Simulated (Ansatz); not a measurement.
**SiH4O: geometry relaxation**

The run: geometry relaxation of SiH4O. Method and program: RKS PBE0-D4/def2-TZVP (Ansatz 0.2.0).

Figures and captions count atoms from 1; the log counts them from 0 in places.

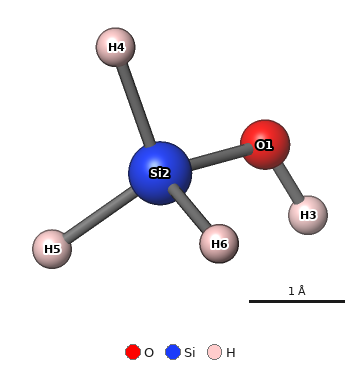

Fig. 1: The starting structure (ball-and-stick view, seen at a tilt; atoms are numbered from 1 in the order of the input).

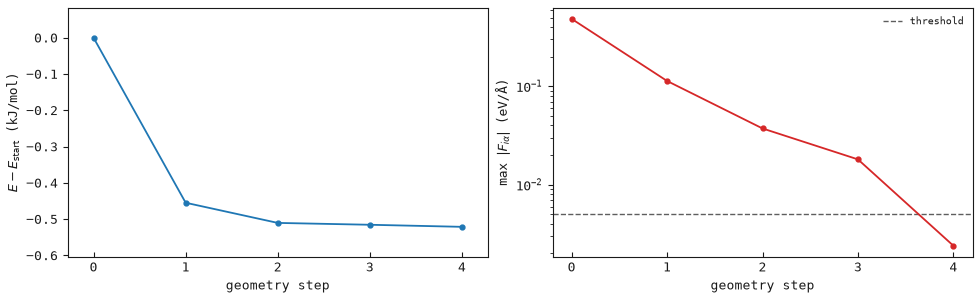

Fig. 2: Progress of the relaxation, step by step (the first geometry is step 0 here and step 1 in the log).

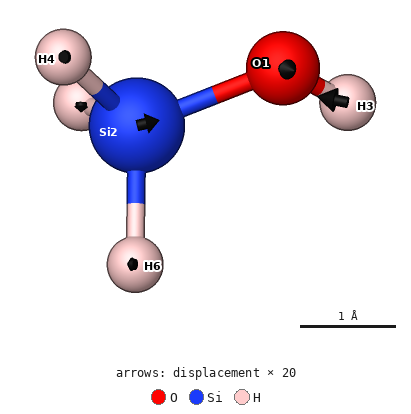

Fig. 3: The starting structure with the displacements as black arrows, magnified 20 times (ball-and-stick view, seen at a tilt). The two geometries are laid on each other by the best rigid fit. The largest move after the best rigid fit is that of H3, 0.017 Å. Largest moves by element: H 0.017 Å, Si 0.012 Å, O 0.011 Å. Distances before and after: O1–H3 0.967 → 0.958 Å, O1–Si2 1.654 → 1.648 Å. After 4 geometry steps the energy has fallen by 0.52 kJ/mol. Largest force component: 0.48 eV/Å at the start, 0.0024 eV/Å at the end. (Atoms are counted from 1 in the order of the input.)

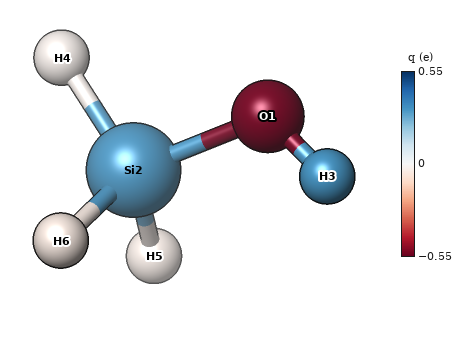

Fig. 4: Mulliken charges, as the colour of each atom (ball-and-stick view, seen at a tilt; atoms are numbered from 1 in the order of the input; Mulliken charges depend strongly on the basis). By element: O −0.53, Si +0.33 and H −0.05 to +0.32 e.

The input that produced these results follows, with the program's output.

## Input file
```yaml
crystal:
  periodic: [false, false, false]
  atoms:
    - {symbol: O, position_ang: [-0.445481, -0.112453, -1.045454]}
    - {symbol: Si, position_ang: [-0.795013, -1.179021, -2.260872]}
    - {symbol: H, position_ang: [0.459161, -0.065719, -0.706167]}
    - {symbol: H, position_ang: [-2.245419, -1.034731, -2.516746]}
    - {symbol: H, position_ang: [-0.019691, -0.853757, -3.486547]}
    - {symbol: H, position_ang: [-0.480720, -2.574553, -1.856760]}
basis:
  gaussian: {orbitals: def2-TZVP}
hamiltonian: {xc: pbe0, dispersion: d4}
relax: {f_tol: 0.005, max_steps: 200}
```

Run as:
```bash
ansatz run in.yaml --threads 4 --pin off --events-out ev --progress --plain --max-ram 41984MiB --backend cpu
```

## Output
```
Functional definition: PBE0
  name "PBE0"
  cite "Adamo & Barone, J. Chem. Phys. 110, 6158 (1999) doi:10.1063/1.478522"
  cite "Perdew, Burke & Ernzerhof, Phys. Rev. Lett. 77, 3865 (1996) doi:10.1103/PhysRevLett.77.3865"
  parent pbe
  parameter a = 0.25
  parameter kappa = 0.804
  parameter beta = 0.06672455060314922
  exchange = (1 - a)*pbe_x(kappa = kappa, mu = beta*pi^2/3) + a*exact_x
  correlation = pbe_c(beta = beta)
595 factors; their error is unknown
mean field evaluation 1: about -9982.2011 eV, gradient 5.0e1 eV
mean field evaluation 2: about -9974.3205 eV, gradient 8.2e1 eV
mean field evaluation 4: about -9986.1867 eV, gradient 1.1e0 eV
mean field evaluation 8: about -9986.2279 eV, gradient 1.7e-1 eV
mean field -9986.22791426 eV, -366.9871069405 hartree, gradient 4.2e-5 eV, S^2 0.000000; 0 other end points of the search recorded, 0 dependent functions left out
the calculation of the forces begins
reference -9986.22793972 eV, -366.9871078765 hartree; 13, 13 occupied and 79, 79 virtual orbitals, 595 factors
relax step   1: F+E_penalty+E_count = -9986.28088414 eV  Δ(F+E_penalty+E_count) = +0.000e0 eV  max|allowed force component| = 4.846e-1 eV/Å  Δτ_max = 0.0000 Å  (22 SCF iters, accepted)
these checks for a lower state are left out or cut short: starts, cluster_reference, orbital_swaps, neighbouring_geometries, increment
595 factors; their error is unknown
mean field evaluation 16: about -9986.1936 eV, gradient 7.4e-1 eV
mean field -9986.23262183 eV, -366.9872799408 hartree, gradient 8.2e-6 eV, S^2 0.000000; 0 other end points of the search recorded, 0 dependent functions left out
the calculation of the forces begins
reference -9986.23264725 eV, -366.9872808749 hartree; 13, 13 occupied and 79, 79 virtual orbitals, 595 factors
relax step   2: F+E_penalty+E_count = -9986.28559843 eV  Δ(F+E_penalty+E_count) = -4.714e-3 eV  max|allowed force component| = 1.133e-1 eV/Å  Δτ_max = 0.0091 Å  (28 SCF iters, accepted)
these checks for a lower state are left out or cut short: starts, cluster_reference, orbital_swaps, neighbouring_geometries, increment
595 factors; their error is unknown
mean field -9986.23317766 eV, -366.9873003671 hartree, gradient 8.3e-6 eV, S^2 0.000000; 0 other end points of the search recorded, 0 dependent functions left out
the calculation of the forces begins
reference -9986.23320304 eV, -366.9873012996 hartree; 13, 13 occupied and 79, 79 virtual orbitals, 595 factors
relax step   3: F+E_penalty+E_count = -9986.28617356 eV  Δ(F+E_penalty+E_count) = -5.751e-4 eV  max|allowed force component| = 3.729e-2 eV/Å  Δτ_max = 0.0063 Å  (28 SCF iters, accepted)
these checks for a lower state are left out or cut short: starts, cluster_reference, orbital_swaps, neighbouring_geometries, increment
595 factors; their error is unknown
mean field evaluation 32: about -9986.2332 eV, gradient 4.6e-5 eV
mean field -9986.23322704 eV, -366.9873021817 hartree, gradient 1.0e-5 eV, S^2 0.000000; 0 other end points of the search recorded, 0 dependent functions left out
the calculation of the forces begins
reference -9986.23325241 eV, -366.9873031140 hartree; 13, 13 occupied and 79, 79 virtual orbitals, 595 factors
relax step   4: F+E_penalty+E_count = -9986.28622691 eV  Δ(F+E_penalty+E_count) = -5.335e-5 eV  max|allowed force component| = 1.808e-2 eV/Å  Δτ_max = 0.0022 Å  (20 SCF iters, accepted)
these checks for a lower state are left out or cut short: starts, cluster_reference, orbital_swaps, neighbouring_geometries, increment
595 factors; their error is unknown
mean field -9986.23328716 eV, -366.9873043913 hartree, gradient 8.4e-6 eV, S^2 0.000000; 0 other end points of the search recorded, 0 dependent functions left out
the calculation of the forces begins
reference -9986.23331254 eV, -366.9873053238 hartree; 13, 13 occupied and 79, 79 virtual orbitals, 595 factors
relax step   5: F+E_penalty+E_count = -9986.28628566 eV  Δ(F+E_penalty+E_count) = -5.875e-5 eV  max|allowed force component| = 2.397e-3 eV/Å  Δτ_max = 0.0066 Å  (27 SCF iters, accepted)
595 factors; their error is unknown
mean field -9986.23328716 eV, -366.9873043913 hartree, gradient 4.4e-5 eV, S^2 0.000000; 1 other end points of the search recorded, 0 dependent functions left out
the calculation of the forces begins
reference -9986.23331254 eV, -366.9873053238 hartree; 13, 13 occupied and 79, 79 virtual orbitals, 595 factors
Total energy: -9986.28631103 eV, -366.9892529825 hartree
Atom 0 at    -0.450121    -0.113809    -1.035080 Å, force    -0.002397    -0.001839    -0.002107 eV/Å
Atom 1 at    -0.790853    -1.172106    -2.251435 Å, force    -0.001909     0.002393     0.002112 eV/Å
Atom 2 at     0.453650    -0.067733    -0.722196 Å, force     0.002005     0.000577     0.000416 eV/Å
Atom 3 at    -2.240706    -1.032596    -2.516883 Å, force     0.001419    -0.000070     0.000255 eV/Å
Atom 4 at    -0.018572    -0.858785    -3.485224 Å, force     0.000726     0.000046    -0.000606 eV/Å
Atom 5 at    -0.480561    -2.575205    -1.861728 Å, force     0.000156    -0.001107    -0.000071 eV/Å
Dipole moment:     0.275053    -0.062313     0.014691 e Å
```

## Trajectory as extended XYZ (Å, eV, eV/Å), 5 frames, from step=1 to step=5
```
6
Properties=species:S:1:pos:R:3:forces:R:3 step=1 energy=-9986.28088
O    -0.4455   -0.1125   -1.0455    0.3630  -0.0476   0.0968
Si   -0.7950   -1.1790   -2.2609    0.1345   0.2264   0.2518
H     0.4592   -0.0657   -0.7062   -0.4846  -0.0784  -0.2419
H    -2.2454   -1.0347   -2.5167   -0.0052  -0.0087  -0.0143
H    -0.0197   -0.8538   -3.4865   -0.0044  -0.0410  -0.0630
H    -0.4807   -2.5746   -1.8568   -0.0033  -0.0508  -0.0294
6
Properties=species:S:1:pos:R:3:forces:R:3 step=2 energy=-9986.28560
O    -0.4462   -0.1109   -1.0394    0.0406  -0.0508  -0.0325
Si   -0.7903   -1.1741   -2.2554    0.0437   0.0979   0.1133
H     0.4530   -0.0651   -0.7085   -0.0928  -0.0331  -0.0674
H    -2.2406   -1.0330   -2.5152   -0.0037   0.0010  -0.0029
H    -0.0222   -0.8613   -3.4910    0.0065  -0.0033  -0.0109
H    -0.4808   -2.5758   -1.8629    0.0057  -0.0117   0.0004
6
Properties=species:S:1:pos:R:3:forces:R:3 step=3 energy=-9986.28617
O    -0.4478   -0.1123   -1.0390   -0.0373   0.0042  -0.0049
Si   -0.7902   -1.1723   -2.2532    0.0119   0.0091   0.0134
H     0.4511   -0.0678   -0.7139    0.0270  -0.0110  -0.0060
H    -2.2405   -1.0313   -2.5147    0.0000  -0.0031  -0.0029
H    -0.0209   -0.8616   -3.4894    0.0005   0.0020  -0.0006
H    -0.4788   -2.5749   -1.8624   -0.0021  -0.0011   0.0011
6
Properties=species:S:1:pos:R:3:forces:R:3 step=4 energy=-9986.28623
O    -0.4484   -0.1127   -1.0383   -0.0181   0.0151   0.0116
Si   -0.7901   -1.1718   -2.2525    0.0016  -0.0093  -0.0075
H     0.4518   -0.0682   -0.7159    0.0153  -0.0071  -0.0052
H    -2.2403   -1.0322   -2.5155   -0.0003  -0.0002  -0.0010
H    -0.0205   -0.8605   -3.4886    0.0010   0.0006   0.0021
H    -0.4796   -2.5748   -1.8618    0.0004   0.0010   0.0000
6
Properties=species:S:1:pos:R:3:forces:R:3 step=5 energy=-9986.28629
O    -0.4501   -0.1138   -1.0351   -0.0024  -0.0018  -0.0021
Si   -0.7909   -1.1721   -2.2514   -0.0019   0.0024   0.0021
H     0.4536   -0.0677   -0.7222    0.0020   0.0006   0.0004
H    -2.2407   -1.0326   -2.5169    0.0014  -0.0001   0.0003
H    -0.0186   -0.8588   -3.4852    0.0007   0.0000  -0.0006
H    -0.4806   -2.5752   -1.8617    0.0002  -0.0011  -0.0001
```

## Summary

```json
{"quantity": "outcome", "value": "converged"}
{"quantity": "total energy", "value": "−9986.2863 eV"}
{"quantity": "mean-field energy", "value": "−9986.2333 eV"}
{"quantity": "dispersion energy", "value": "−0.0530 eV"}
{"quantity": "SCF solution under orbital rotations", "value": "stable"}
{"quantity": "largest force (length of the vector) at the end", "value": "0.004 eV/Å"}
{"quantity": "dipole moment", "value": "1.36 D"}
{"quantity": "hardware", "value": "4 CPU threads, shared host"}
{"quantity": "wall time", "value": "6.5 s (CPU time 7.2 s)"}
{"quantity": "peak memory", "value": "0.62 GiB"}
```
